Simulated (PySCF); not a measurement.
C4H10FNSi2 (SMILES F[SiH2]N(C[SiH3])C1C=C1)

```json
{"atom": "F", "x (Å)": "1.0848", "y (Å)": "-2.8140", "z (Å)": "-0.3872"}
{"atom": "Si", "x (Å)": "-0.0478", "y (Å)": "-1.9857", "z (Å)": "0.4026"}
{"atom": "N", "x (Å)": "-0.2431", "y (Å)": "-0.5366", "z (Å)": "-0.4827"}
{"atom": "C", "x (Å)": "0.8434", "y (Å)": "0.0673", "z (Å)": "-1.2403"}
{"atom": "Si", "x (Å)": "1.8200", "y (Å)": "1.4146", "z (Å)": "-0.3019"}
{"atom": "C", "x (Å)": "-1.3016", "y (Å)": "0.3750", "z (Å)": "-0.1773"}
{"atom": "C", "x (Å)": "-2.3067", "y (Å)": "0.0597", "z (Å)": "0.8720"}
{"atom": "C", "x (Å)": "-1.4461", "y (Å)": "0.9860", "z (Å)": "1.1872"}
{"atom": "H", "x (Å)": "-1.2652", "y (Å)": "-2.7760", "z (Å)": "0.3134"}
{"atom": "H", "x (Å)": "0.5005", "y (Å)": "-1.8868", "z (Å)": "1.7551"}
{"atom": "H", "x (Å)": "1.5195", "y (Å)": "-0.7316", "z (Å)": "-1.5445"}
{"atom": "H", "x (Å)": "0.4201", "y (Å)": "0.4867", "z (Å)": "-2.1619"}
{"atom": "H", "x (Å)": "0.9820", "y (Å)": "2.6004", "z (Å)": "-0.0996"}
{"atom": "H", "x (Å)": "2.2401", "y (Å)": "0.8913", "z (Å)": "0.9989"}
{"atom": "H", "x (Å)": "2.9788", "y (Å)": "1.7750", "z (Å)": "-1.1196"}
{"atom": "H", "x (Å)": "-1.5910", "y (Å)": "0.9534", "z (Å)": "-1.0545"}
{"atom": "H", "x (Å)": "-3.1364", "y (Å)": "-0.5501", "z (Å)": "1.1337"}
{"atom": "H", "x (Å)": "-1.0601", "y (Å)": "1.6779", "z (Å)": "1.8948"}
```

Geometry: GFN2-xTB.

Method: PBE0/pcSseg-1, SCF density, gas phase, non-relativistic in PySCF 2.14.0.

### What will maps of the electron density and electron localisation function show?

C–N (1.43 Å): the density is about 2 e/Å³ at the midpoint; the ELF peaks at about 0.90 between the atoms (a covalent bond).
C–H (1.09 Å): ρ at the midpoint is about 2 e/Å³; the ELF climbs to about 1 towards the hydrogen, as it does in any bond to H (a covalent bond by its length).

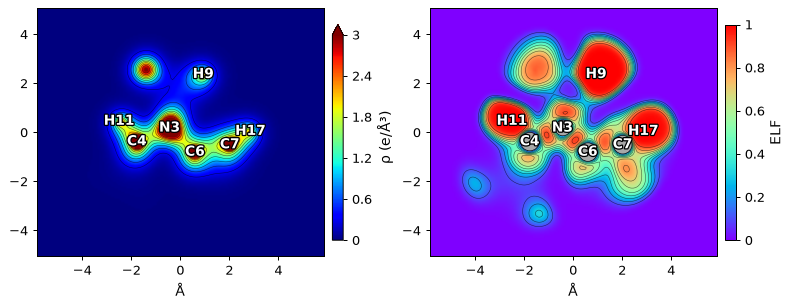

Computed electron density and electron localisation function on the plane of atoms N3, C4 and H11, in this order. Grey discs cover the atomic cores in the ELF map. 
